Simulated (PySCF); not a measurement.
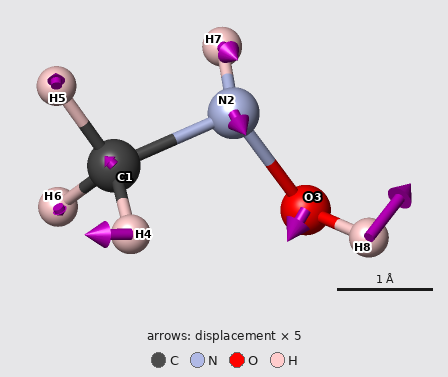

This is a relaxation of CH5NO. The starting structure is drawn; purple arrows show the displacements, magnified 5 times. The two geometries are superimposed by the best rigid fit.

Style: ball-and-stick. Shown from a free direction.

The start comes from GFN2-xTB. Its atoms were then displaced at random by about 0.01 Å.

Method: PBE0-D3(BJ)/def2-SVP geometry optimisation, gas phase in PySCF. 

### Which element moves most?

Hydrogen: up to 0.18 Å, against 0.08 Å for oxygen.

### What happened in the run?

After 6 geometry steps the energy has fallen by 7.61 kJ/mol. H8 moves most after the best rigid fit: 0.18 Å. Largest moves by element: H 0.18 Å, O 0.08 Å, N 0.06 Å, C 0.03 Å. Among the contacts that change: C1–H4 1.062 → 1.101 Å, O3–H8 0.979 → 0.963 Å, N2–O3 1.423 → 1.411 Å, C1–H5 1.112 → 1.101 Å. Among the angles between lasting bonds that change: H4–C1–H6 110.9° → 108.0°, C1–N2–H7 111.4° → 108.6°, H5–C1–H6 106.4° → 108.9°.
